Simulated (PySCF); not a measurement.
# C2H7In (SMILES [H][In]([H])[CH2]C): CASSCF(6,6)/def2-SVP (core potential)

What is the vertical singlet–triplet gap of C2H7In at CASSCF(6,6)/def2-SVP (core potential)? 

The results are computed with PySCF 2.14.0.

1 further run of the same task is left out (set aside as unsound or not needed).

### 1 Starting point

The species is C2H7In (10 atoms), meant as a singlet with charge 0. As SMILES, `[H][In]([H])[CH2]C`. Geometry: a GFN2-xTB relaxation, a rough one for these elements and not checked as a minimum.

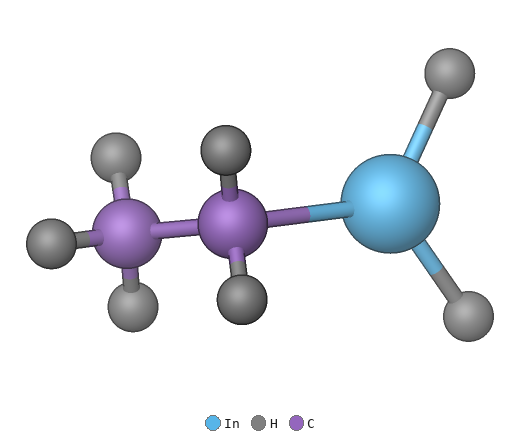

The structure, seen from a chosen angle (indium blue, hydrogen grey, carbon purple).

### 2 A single-point energy at CASSCF(6,6)/def2-SVP (core potential)

The input, run.py:

```python
# InH2Et
import numpy
from pyscf import gto, scf, mp, mcscf

mol = gto.M(
    atom=[
    ('In', (0.812150, 1.501060, 0.578580)),
    ('H', (2.557080, 1.639060, 0.599560)),
    ('H', (0.065540, 3.083810, 0.525900)),
    ('C', (-0.310130, -0.442160, 0.566570)),
    ('C', (-0.485960, -0.981860, -0.851380)),
    ('H', (-1.286090, -0.275540, 1.032160)),
    ('H', (0.241770, -1.162440, 1.177770)),
    ('H', (-1.028310, -1.929560, -0.835430)),
    ('H', (-1.048860, -0.278880, -1.468780)),
    ('H', (0.482820, -1.153480, -1.324970)),
],
    ecp={'In': 'def2-svp'},
    charge=0,
    verbose=4,
    basis='def2-svp',
    spin=0,
    max_memory=1860,
)

hf = scf.RHF(mol)
hf.conv_tol = 1e-10
hf.kernel()
if not hf.converged:
    hf = hf.newton().run(hf.mo_coeff, hf.mo_occ)

pt = mp.MP2(scf.addons.convert_to_uhf(hf)).run()
noons, natorbs = mcscf.addons.make_natural_orbitals(pt)
print('natural occupations', numpy.round(noons[:40], 4))
cas = mcscf.CASSCF(hf, 6, 6)
cas.fix_spin_(ss=0.0)
cas.natorb = True
cas.kernel(natorbs)
etot = cas.e_tot
print(f'total energy: {etot:.8f} hartree')
```

Command:

```
$ OMP_NUM_THREADS=1 python run.py
```

Log:

```text
PySCF version 2.14.0

[... 66 lines left out ...]
converged SCF energy = -268.91389034531
[... 34 lines left out ...]
sorting_mo_energy = False
[... 26 lines left out ...]
1-step CASSCF converged in   6 macro ( 99 JK  20 micro) steps
[... 2 lines left out ...]
Natural orbital (expansion on meta-Lowdin AOs) in CAS space
[... 107 lines left out ...]
CASSCF energy = -268.969580308715
[... 1 line left out ...]
total energy: -268.96958031 hartree
```

Run time: 16 s. Hardware: 1 thread of Arm Neoverse V2, shared host; peak memory 0.29 GiB.

### 3 The triplet at the same level

The input, calc.py:

```python
import numpy
from pyscf import gto, scf, mp, mcscf

mol = gto.M(
    atom='''
In   0.812150   1.501060   0.578580
H    2.557080   1.639060   0.599560
H    0.065540   3.083810   0.525900
C   -0.310130  -0.442160   0.566570
C   -0.485960  -0.981860  -0.851380
H   -1.286090  -0.275540   1.032160
H    0.241770  -1.162440   1.177770
H   -1.028310  -1.929560  -0.835430
H   -1.048860  -0.278880  -1.468780
H    0.482820  -1.153480  -1.324970
''',
    max_memory=1860,
    ecp={'In': 'def2-svp'},
    verbose=3,
    basis='def2-svp',
    spin=2,
)

calc0 = mol.ROHF()
calc0.conv_tol = 1e-10
calc0.kernel()
if not calc0.converged:
    calc0 = calc0.newton().run(calc0.mo_coeff, calc0.mo_occ)

pt = mp.MP2(scf.addons.convert_to_uhf(calc0)).run()
noons, natorbs = mcscf.addons.make_natural_orbitals(pt)
print('natural occupations', numpy.round(noons[:40], 4))
cas = mcscf.CASSCF(calc0, 6, 6)
cas.fix_spin_(ss=2.0)
cas.natorb = True
cas.kernel(natorbs)
energy = cas.e_tot
print('E(%s) = %.9f' % ('CASSCF', energy))
```

Command:

```
$ OMP_NUM_THREADS=1 python calc.py
```

Log:

```text
converged SCF energy = -268.76755861075
E(UMP2) = -269.161417809812  E_corr = -0.393859199061781
E(SCS-UMP2) = -269.164884182453  E_corr = -0.397325571702587
natural occupations [1.9998 1.9998 1.9997 1.9995 1.9994 1.9993 1.9967 1.9965 1.9964 1.9963
 1.9962 1.9832 1.9771 1.9707 1.9705 1.968  1.9679 1.9665 1.9602 0.9946
 0.9913 0.025  0.0217 0.0168 0.0165 0.0161 0.0141 0.0136 0.0126 0.0102
 0.0099 0.0089 0.0084 0.0074 0.0066 0.0065 0.006  0.006  0.0058 0.0049]
CASSCF energy = -268.794740274081
CASCI E = -268.794740274081  E(CI) = -6.71868047907054  S^2 = 2.0000000
E(CASSCF) = -268.794740274
```

It took 35 s on 1 thread of Arm Neoverse V2, shared host; peak memory 0.31 GiB.

### 4 What came out

Level: CASSCF(6,6)/def2-SVP (core potential).

| quantity | value |
| --- | --- |
| singlet: total energy | -268.96958 Eh |
| singlet: dipole moment (Hartree–Fock density) | 1.09 D |
| singlet: HOMO energy (Hartree–Fock orbitals) | -9.71 eV |
| singlet: LUMO energy (Hartree–Fock orbitals) | 0.95 eV |
| singlet: HOMO–LUMO gap (Hartree–Fock orbitals) | 10.67 eV |
| triplet: total energy | -268.79474 Eh |
| triplet: dipole moment (Hartree–Fock density) | 6.04 D |
| vertical energy of the triplet above the singlet | 4.758 eV |

In words: At this shape the triplet lies 4.76 eV (459 kJ/mol) above the singlet. Mulliken charges (singlet) of the mean-field density run from -0.40 on C4 to +0.63 on In1. Mulliken charges (triplet) of the mean-field density run from -0.21 on C4 to +0.13 on H7.
